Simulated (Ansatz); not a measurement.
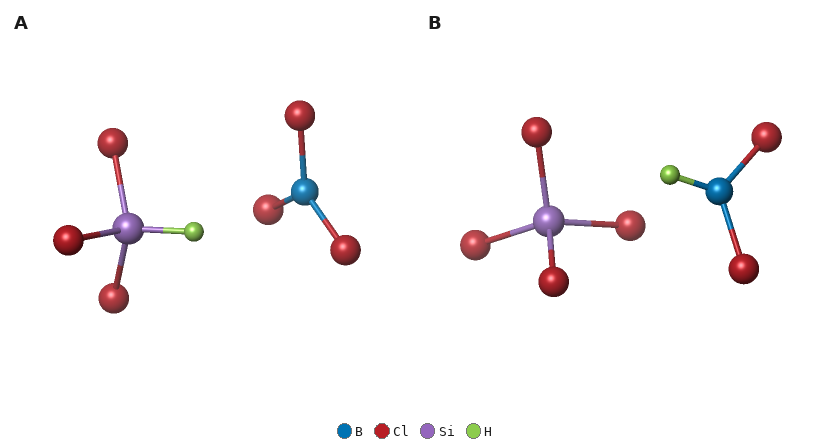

2 stationary structures of one formula. Geometries: PBE0-D4/def2-TZVP. Electronic energies: CCSD(T)/CBS (MP2 limit from def2-TZVPP and def2-QZVPP plus CCSD(T) − MP2) (Ansatz 0.2.0), without zero-point energy. Each is one conformer, not always the lowest.

### Which is lowest in energy, and by how much?

B is lowest (a minimum); A lies 0.185 eV above it (a minimum).

Give E(B) − E(A) in eV at these levels too: PBE0-D4/def2-SVP; B3LYP-D4/def2-TZVPP; ωB97M-V/def2-TZVPP; BHLYP-D4/def2-TZVPP; RHF-CCSD(T) (frozen core)/def2-SVP; ωB97X-V/def2-TZVPP; PBE0-D4/def2-TZVPP; CAM-B3LYP-D4/def2-TZVPP.

```json
{"level": "PBE0-D4/def2-SVP", "E(B) − E(A) (eV)": "−0.034"}
{"level": "B3LYP-D4/def2-TZVPP", "E(B) − E(A) (eV)": "−0.167"}
{"level": "ωB97M-V/def2-TZVPP", "E(B) − E(A) (eV)": "−0.182"}
{"level": "BHLYP-D4/def2-TZVPP", "E(B) − E(A) (eV)": "−0.205"}
{"level": "RHF-CCSD(T) (frozen core)/def2-SVP", "E(B) − E(A) (eV)": "−0.012"}
{"level": "ωB97X-V/def2-TZVPP", "E(B) − E(A) (eV)": "−0.170"}
{"level": "PBE0-D4/def2-TZVPP", "E(B) − E(A) (eV)": "−0.149"}
{"level": "CAM-B3LYP-D4/def2-TZVPP", "E(B) − E(A) (eV)": "−0.166"}
```
